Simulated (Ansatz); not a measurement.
```xyz
13

O     1.5959    0.0152    2.2921
C     0.4048   -0.3195    1.5054
Si    0.8810   -0.0414   -0.3479
Si    2.1484    1.9510   -0.3805
O     3.1069    1.9144    1.0511
H     1.4843   -0.2040    3.2343
H     0.1165   -1.3620    1.6777
H    -0.4341    0.3256    1.7906
H    -0.3910    0.0183   -1.1447
H     1.6656   -1.2320   -0.8093
H     1.2141    3.1298   -0.4066
H     3.0419    2.0306   -1.5792
H     2.7970    1.2824    1.7381
```

Level of theory: RKS CAM-B3LYP-D4/6-31G (Ansatz).

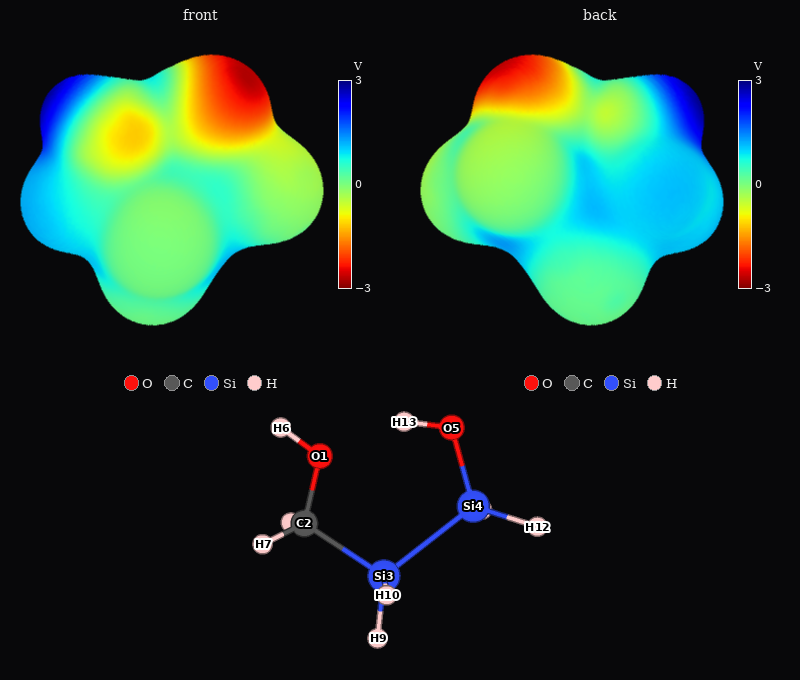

CH$_{8}$O$_{2}$Si$_{2}$ (SMILES OC[SiH2][SiH2]O). The electrostatic potential painted on the density surface at 0.002 e/bohr³, seen from the front and from behind; the colour scale runs from red (negative) to blue (positive). The bare structure is drawn below in the same view.

**Describe the electrostatic potential map.**

The most negative region (about −2.7 V, or −62 kcal/mol for a unit charge) lies over O5, the most positive (about +2.8 V, or +65 kcal/mol for a unit charge) over H6. O5 is the likeliest acceptor of a hydrogen bond.
